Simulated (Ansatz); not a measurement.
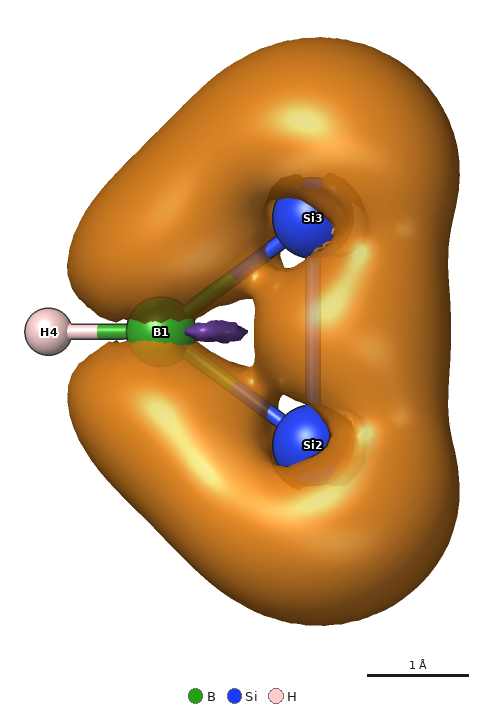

The picture shows: BHSi₂ (SMILES B1[Si]#[Si]1) (triplet). Isosurfaces of the spin density (α minus β) at +0.02 (orange) and −0.02 e/Å³ (purple), seen at a tilt.

Geometry: B3LYP/6-31G*.

All numbers below come from Ansatz, isolated molecule in a Gaussian basis; Kohn-Sham density functional theory, functional PBE0.

```yaml
atoms:
  - { symbol: B, position_ang: [-0.1922, -0.2797, 0.7390] }
  - { symbol: Si, position_ang: [1.7214, 0.1162, 0.6045] }
  - { symbol: Si, position_ang: [0.2021, 0.5215, -1.0044] }
  - { symbol: H, position_ang: [-1.0468, -0.7226, 1.4346] }
```

Where is the unpaired spin?

The unpaired spin (2 electrons) lies mostly on Si2 (about 0.8), Si3 (about 0.8) and B1 (about 0.4), in electrons by Hirshfeld's partition.
